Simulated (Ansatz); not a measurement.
# Cu3Pd (Pm-3m): bands and what follows from them

Aim: the bands of Cu3Pd (Pm-3m) near the Fermi level, with what follows from them: the Fermi surface and transport coefficients.

Method: DFT r²SCAN, scalar-relativistic, plane waves, PAW, in Ansatz 0.2.0.

6 further runs of the same task are left out: 6 set aside as unsound or not needed.

## 1. The structure to begin with

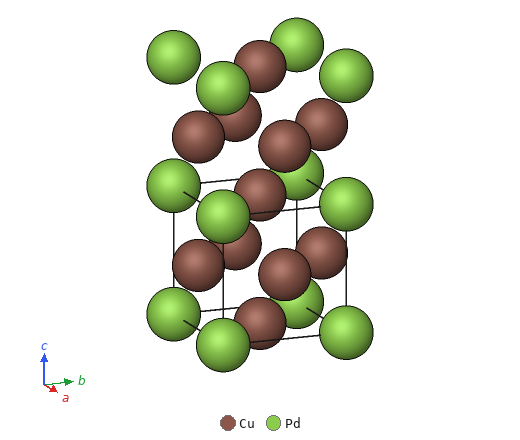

Start, viewed slightly off an axis; copper brown, palladium green. 1×1×2 cells are drawn. Atoms on the faces are drawn again on the opposite ones.

As a file:

```
Cu Pd
1.0
     3.72200    0.00000    0.00000
     0.00000    3.72200    0.00000
     0.00000    0.00000    3.72200
Cu Pd
3 1
Direct
  0.00000 0.50000 0.50000
  0.50000 0.00000 0.50000
  0.50000 0.50000 0.00000
  0.00000 0.00000 0.00000
```

The cell is the deposited one, not relaxed. An earlier run on this cell at r²SCAN gave -6.10 GPa at 12.890 Å³/atom (10×10×10 mesh), a metal on this mesh. The cell is stretched at this level.

## 2. Bands on a fine mesh, Fermi surface

Input file input.yaml:

```yaml
crystal:
  lattice:
    - [3.7219994454, 0.0, 0.0]
    - [0.0, 3.7219994454, 0.0]
    - [0.0, 0.0, 3.7219994454]
  atoms:
    - { symbol: Cu, position: [0.0, 0.5, 0.5] }
    - { symbol: Cu, position: [0.5, 0.0, 0.5] }
    - { symbol: Cu, position: [0.5, 0.5, 0.0] }
    - { symbol: Pd, position: [0.0, 0.0, 0.0] }
basis:
  ecutwfc: 500
  ecutrho_ratio: 4
kpoints:
  mp_grid: { grid: [10, 10, 10] }
hamiltonian:
  xc: r2scan
scf:
  occupations: { method: gaussian, width: 0.05 }
output:
  forces: true
  stress: true
  eigenvalues: true
  eigenstates:
    nscf_kmesh: { grid: [12, 12, 12] }
    de_dk: true
    e_range: [-2.5, 2.5]
  write_density: true
  write_potential: true
  elf: true
  volumetric_format: npy
```

The run is started by

```console
$ ansatz run input.yaml --threads 4 --pin off --max-ram 9216MiB --backend cpu --events-out ev --progress --plain --runs-dir out
```

Standard output (excerpt; [...] marks lines left out):

```text
Warning: RAYON_NUM_THREADS=4 ignored (pool sized by the plan → 4); use --threads N
[...]
Pseudopotentials: kind: paw
Pseudopotential: Cu, paw, valence charge 19, recommended cutoff 500 eV (meta_gga), Cu.paw.azcp
Pseudopotential: Pd, paw, valence charge 18, recommended cutoff 500 eV (meta_gga), Pd.paw.azcp
Functional definition: r2SCAN
[...]
Crystal: 4 atoms, lattice volume = 51.562 Å³
Basis set: ecut = 500 eV, 1357 PW (Γ), exchange–correlation on 120×120×120 points (64 copies of the dense FFT grid, shifted against one another)
Bands: 45, of which v1, the nominal top of the filled ones, is band 38 counted from 1 (37 counted from 0)
Symmetry: 48 space group operations
Space group: Pm-3m (ITA 221), of the structure as read, at distance tolerance 3.7e-5 Å
k-points: 56 of 1000
[...]
SCF iter   1: F=—  HF=-26879.894569 eV  |F-HF|=—  |Δ(HF+E_count)|=         —  Δρ=4.02e-2  dr2=4.69e-1  dr2_τ=1.02e-2  ethr=1.77e-3  ⟨swp⟩=6.2  Hψ=9187  notcnv=0  defer=4
[...]
SCF iter  12: F=-26879.825510 eV  HF=-26879.825510 eV  |F-HF|=7.28e-12  |Δ(HF+E_count)|=  2.91e-11  Δρ=1.19e-7  dr2=5.46e-12  dr2_τ=2.39e-13  ethr=1.00e-12  ⟨swp⟩=8.2  Hψ=12415  notcnv=0
[...]
NSCF: frozen V_eff on 84 k-points
SCF converged after 12 iterations
Free energy (F): -26879.825510 eV
[...]
E sigma→0 (E₀):  -26879.824713 eV
Entropy (-TS):   -0.001595 eV (-0.399 meV/atom)
Fermi energy:    16.716601 eV
[...]
--- Forces (eV/Å), atoms counted from 1 ---
  atom   1  Cu     0.00000000     0.00000000     0.00000000
  atom   2  Cu     0.00000000    -0.00000000    -0.00000000
  atom   3  Cu    -0.00000000    -0.00000000    -0.00000000
  atom   4  Pd    -0.00000000     0.00000000    -0.00000000
[...]
--- Stress (GPa, compression-positive) ---
       -6.098344       0.000000      -0.000000
       -0.000000      -6.098344       0.000000
        0.000000      -0.000000      -6.098344
  P = ⅓ Tr σ = -6.0983 GPa (-60.983 kbar)
--- Band table (eV; the first three rows and the last of 56) ---
[...]
--- Fermi surface from the table of eigenstates, both spin states counted (twice the sheets' area in a run without spin) ---
  How far the three rows differ hints at the mesh's error and does not bound it.
  reading                E - E_F (eV)   area (Å⁻²)  resistivity times mean free path along x, y, z (Ω·m²), under one mean free path over the surface
  by tetrahedra               -0.0111       37.322  8.1913e-16  8.1913e-16  8.1913e-16
  by the states' slopes  not read: the table lacks a row of a band that the level cuts (widen output.eigenstates.e_range, raise output.eigenstates.top_band)
  on every second point        0.0086       31.354  9.7504e-16  9.7504e-16  9.7504e-16
```

Wall time 11 s (4 threads of Arm Neoverse V2, shared host); peak memory 0.56 GiB.

Read off: volume 12.890 Å³/atom, pressure -6.10 GPa, a metal on this mesh.

Bands that cross the Fermi level on the 12×12×12 mesh (edges cut at 2.5 eV from it):

```
spin  band  lowest (eV)  highest (eV)
both    37        -1.25          0.05
both    38        -0.86          2.25
```

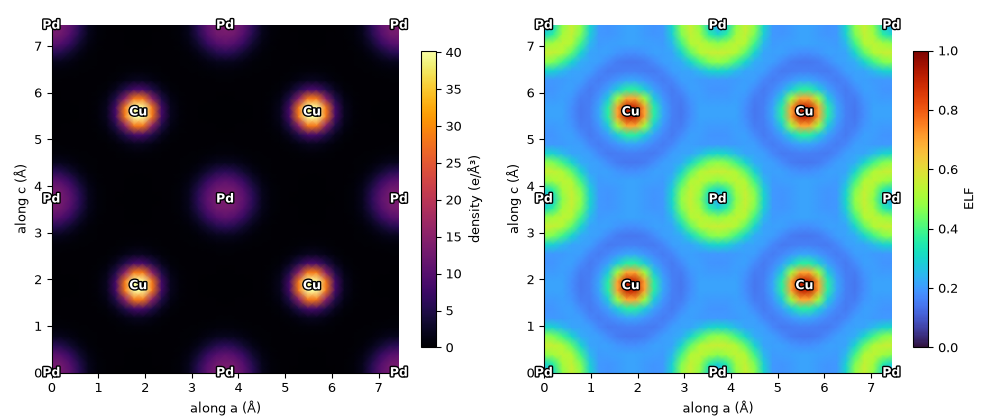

Density (left) and ELF (right) in a lattice plane of the grid's cell (edges 3.72 and 3.72 Å, at 0.000 of the third edge), which holds Cu and Pd. Only atoms in the plane are labelled; the density scale stops at 40.21 e/Å³. Both are smooth fields of the valence electrons: close to the nuclei they are not physical.

## 3. States of the whole zone by energy, transport at constant relaxation time

Changes to input.yaml since step 2:

```diff
@@ -23,9 +23,2 @@
   eigenvalues: true
-  eigenstates:
-    nscf_kmesh: { grid: [12, 12, 12] }
-    de_dk: true
-    e_range: [-2.5, 2.5]
-  write_density: true
-  write_potential: true
-  elf: true
-  volumetric_format: npy
+  states_by_energy: { minimum_broadening: 0.05 }
```

The run is started by

```console
$ ansatz run input.yaml --threads 4 --pin off --max-ram 9216MiB --backend cpu --events-out ev --progress --plain --runs-dir out
```

Standard output (excerpt; [...] marks lines left out):

```text
Warning: RAYON_NUM_THREADS=4 ignored (pool sized by the plan → 4); use --threads N
[...]
[... 4 set-up lines as earlier in the session ...]
[...]
Crystal: 4 atoms, lattice volume = 51.562 Å³
Basis set: ecut = 500 eV, 1357 PW (Γ), exchange–correlation on 120×120×120 points (64 copies of the dense FFT grid, shifted against one another)
Bands: 45, of which v1, the nominal top of the filled ones, is band 38 counted from 1 (37 counted from 0)
[... 2 set-up lines as earlier in the session ...]
k-points: 56 of 1000
[...]
SCF iter   1: F=—  HF=-26879.894569 eV  |F-HF|=—  |Δ(HF+E_count)|=         —  Δρ=4.02e-2  dr2=4.69e-1  dr2_τ=1.02e-2  ethr=1.77e-3  ⟨swp⟩=6.2  Hψ=9187  notcnv=0  defer=4
[...]
SCF iter   9: F=-26879.825510 eV  HF=-26879.825510 eV  |F-HF|=3.30e-8  |Δ(HF+E_count)|=   6.00e-7  Δρ=7.83e-6  dr2=2.34e-8  dr2_τ=8.30e-10  ethr=1.33e-10  ⟨swp⟩=7.1  Hψ=10837  notcnv=0
[...]
NSCF: frozen V_eff on 8 k-points
SCF converged after 9 iterations
Free energy (F): -26879.825510 eV
[...]
E sigma→0 (E₀):  -26879.824712 eV
Entropy (-TS):   -0.001596 eV (-0.399 meV/atom)
Fermi energy:    16.716581 eV
[...]
--- Forces (eV/Å), atoms counted from 1 ---
  atom   1  Cu     0.00000000     0.00000000    -0.00000000
  atom   2  Cu     0.00000000    -0.00000000     0.00000000
  atom   3  Cu     0.00000000     0.00000000     0.00000000
  atom   4  Pd    -0.00000000     0.00000000    -0.00000000
[...]
--- Stress (GPa, compression-positive) ---
       -6.098589       0.000000       0.000000
       -0.000000      -6.098589       0.000000
        0.000000       0.000000      -6.098589
  P = ⅓ Tr σ = -6.0986 GPa (-60.986 kbar)
--- Band table (eV; the first three rows and the last of 56) ---
[...]
```

Wall time 93 s (4 threads of Arm Neoverse V2, shared host); peak memory 1.1 GiB.

Result: volume 12.890 Å³/atom, pressure -6.10 GPa, no gap.

A script then sums the file of states by energy over Fermi windows, for rigid-band transport at a constant relaxation time τ. Negative carriers are holes, and the chemical potential counts from the run's Fermi level:

```
T (K)  electrons added (10¹⁹ cm⁻³)  chemical potential (eV)  σ/τ xx (10²⁰/Ω m s)  Seebeck xx (μV/K)  Lorenz xx (10⁻⁸ V²/K²)
  600                            0                    0.008                 9.91                  3                    2.33
  600                            1                    0.009                 9.91                  3                    2.33
  600                           -1                    0.008                 9.91                  3                    2.33
  600                           10                    0.012                  9.9                  3                    2.33
  600                          -10                    0.005                 9.91                  3                    2.33
  600                          100                    0.042                  9.8                  5                    2.35
  600                         -100                   -0.026                 9.96                  1                    2.32
  900                            0                    0.009                 9.74                  3                    2.28
  900                            1                    0.010                 9.74                  3                    2.28
  900                           -1                    0.009                 9.74                  3                    2.28
  900                           10                    0.013                 9.73                  3                    2.28
  900                          -10                    0.006                 9.74                  3                    2.28
  900                          100                    0.045                 9.66                  5                    2.30
  900                         -100                   -0.026                 9.77                  1                    2.26
```

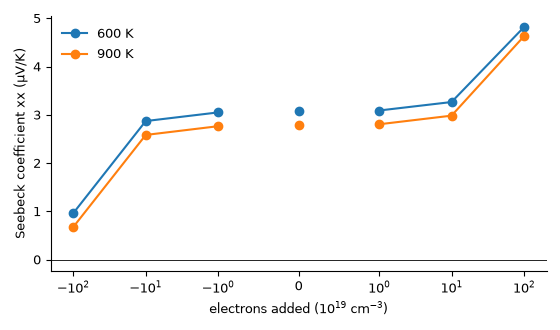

Seebeck coefficient against doping.

## 4. What came out

| quantity | value |
| --- | --- |
| Fermi-surface area, spins summed | 37.32 Å⁻² |
| resistivity × mean free path, xx and zz | 0.82, 0.82 × 10⁻¹⁵ Ω m² |
| largest S²σ/τ along x | at 600 K with 100 × 10¹⁹ cm⁻³ electrons, S = 5 μV/K |

**Reading.** On the fine mesh the Fermi surface has sheets from 2 bands. The area isn't converged in the mesh. Among the cases computed, S²σ/τ along x is largest at 600 K for electron doping of 100 × 10¹⁹ cm⁻³. That is the edge of the range tried, not a located peak.
